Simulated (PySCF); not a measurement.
C₇H₉NSi

```xyz
18

C    -2.7298   -1.1520   -0.4754
C    -1.3713   -1.4174   -0.4482
C    -0.4821   -0.3924   -0.1340
Si    1.3655   -0.6973   -0.0895
C     2.5220    0.7555   -0.4229
C     2.4215    0.3660    1.0558
C    -1.0346    0.8581    0.1385
C    -2.4080    1.0180    0.0827
N    -3.2450    0.0382   -0.2173
H    -3.4462   -1.9279   -0.7152
H    -1.0063   -2.4098   -0.6684
H     1.7899   -2.0483   -0.4202
H     3.4787    0.5762   -0.8907
H     2.1263    1.7253   -0.6906
H     3.3171   -0.0497    1.4934
H     1.9619    1.0927    1.7107
H    -0.4007    1.6946    0.3910
H    -2.8678    1.9765    0.2887
```

Geometry: GFN2-xTB.

All numbers below come from PBE0/pcSseg-1, SCF density, gas phase, non-relativistic (PySCF).

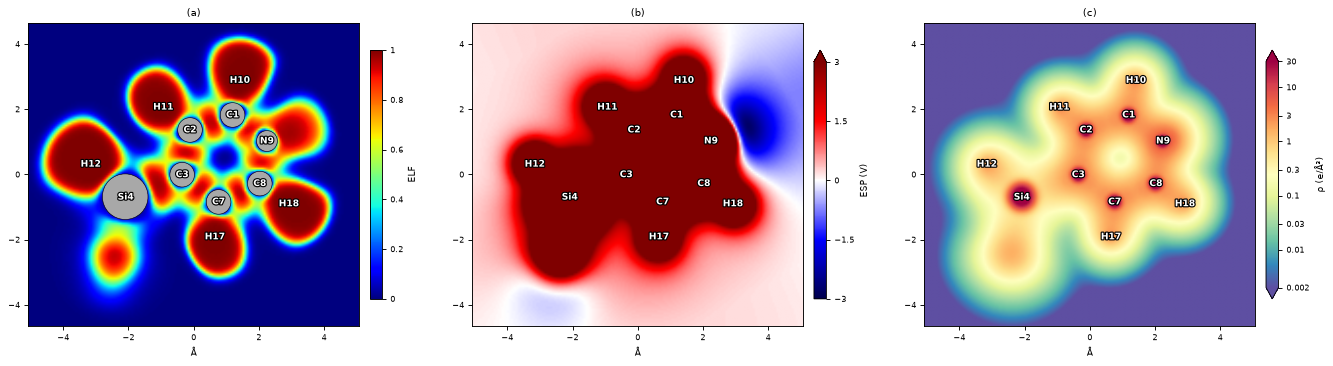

Figure 1. (a) ELF; (b) molecular electrostatic potential; (c) electron density on the plane of atoms Si4, C3 and C7. Grey discs cover the atomic cores in the ELF map.

What do the fields say about this system?

- The section cuts through C, Si, N and H sites.
- C–N (1.32 Å): the density is about 2.5 e/Å³ at the midpoint; the ELF peaks at about 0.90 between the atoms, as expected for localised, covalent bonding.
- C–C (1.38 Å): the density is about 2.1 e/Å³ at the midpoint; the ELF peaks at about 0.95 between the atoms (localised, covalent bonding).
- C–Si (1.87 Å): the density is about 0.95 e/Å³ at the midpoint; the ELF peaks at about 0.95 between the atoms; a shared electron pair.
- C–H (1.08 Å): ρ at the midpoint is about 2 e/Å³; the ELF climbs to about 1 towards the hydrogen, as it does in any bond to H: a covalent bond by its length.
- Si–H (1.45 Å): the density is about 0.82 e/Å³ at the midpoint; the ELF climbs to about 1 towards the hydrogen.
- The ELF also peaks beside N9, away from the bonds: lone-pair regions.
- Outside the dense part of the molecule the potential is most negative (−2.8 V) near N9.

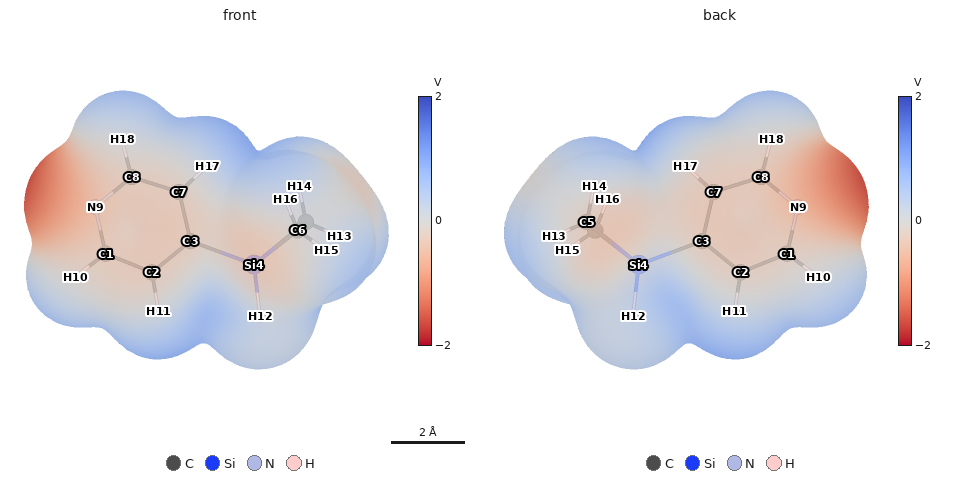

Figure 2. The molecular electrostatic potential painted on the density surface at 0.001 e/bohr³, seen from the front and from behind; the colour scale runs from red (negative) to blue (positive).

Where is the surface potential most negative and most positive?

The most negative region (about −1.6 V) lies over N9, the most positive (about +0.9 V) over H11 and H17. N9 is the likeliest acceptor of a hydrogen bond.

How polar is the molecule by this calculation?

Its dipole moment is 1.98 D.
